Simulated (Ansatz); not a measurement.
**Swapping F for Cl on Ge: the atomisation energy**

On one Ge centre that keeps SH, n of the F ligands are replaced by Cl. The atomisation energy (no zero-point term) y in kJ/mol at CCSD(T)/def2-TZVPP. Shapes, held fixed at every level: PBE0-D4/def2-TZVP. Flexible molecules stand in one conformer, not always the lowest. Programs: Ansatz 0.2.0.

| molecule | n | y (kJ/mol) |
| --- | --- | --- |
| Ge(SH)F3 | 0 | 2052 |
| Ge(SH)ClF2 | 1 | 1917 |
| Ge(SH)Cl2F | 2 | ? |
| Ge(SH)Cl3 | 3 | 1652 |

Task: Fit y = c + s·n to the known rows and predict Ge(SH)Cl2F.

Result: 
1. Means of the 3 rows: n = 1.33333, y = 1873.7.
2. Σ(Δn)² = 4.6667, Σ(Δn·Δy) = -621.67, so the slope is -621.67/4.6667 = -133.21.
3. Intercept: 1873.7 − (-133.21) × 1.33333 = 2051.3. The largest residual of the fit is 1.1.
4. Ge(SH)Cl2F: 2051.3 + (-133.21) × 2 = 1785 kJ/mol.

The run gave 1785 kJ/mol, so the prediction is off by 0 kJ/mol: they agree to the digits shown. The steps are nearly additive. The slope is the difference between a Ge–Cl and a Ge–F bond. Other levels give for Ge(SH)Cl2F: r2SCAN-D4/def2-TZVPP 1859; wB97X-V/def2-TZVPP 1855; MP2/def2-SVP 1727 kJ/mol. Spin-orbit coupling of the free atoms (F 2, Cl 4 kJ/mol each; the atoms kept shift only the intercept) is left out. Relativity is left out for Ge unless named. Correlated rows may include outer-core shells of Ge, which these sets cover unevenly.

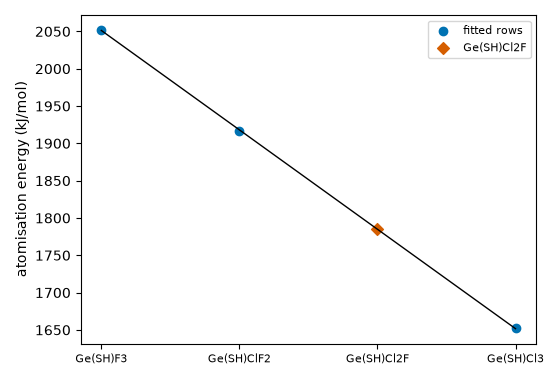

The fitted line, with the withheld member.
